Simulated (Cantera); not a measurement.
Feed: 1 mol Si2Cl6, 0.032 mol HCl, 98 mol H2, at 0.0160 bar.

Cantera equilibrium calculation (NASA polynomials, part measured and part estimated; ideal gas, pure solids and liquids). Candidate condensed phases: Si; 19 gas species. The feed counts by its element totals alone. The tables' values for SiCl3, SiCl are old estimates; treat these amounts as uncertain. Rates play no part.

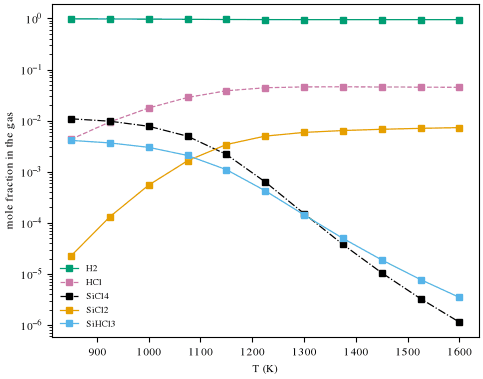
Figure. Equilibrium gas composition (values under 1e-9 drawn at 1e-9)

From 850 K to 1600 K the condensed part is Si(s). The main Si-bearing gas is SiCl4 at 850 K and SiCl2 at 1600 K. The share of Si in condensed phases is highest at 1300 K (66.7 %) and lowest at 850 K (24.4 %).
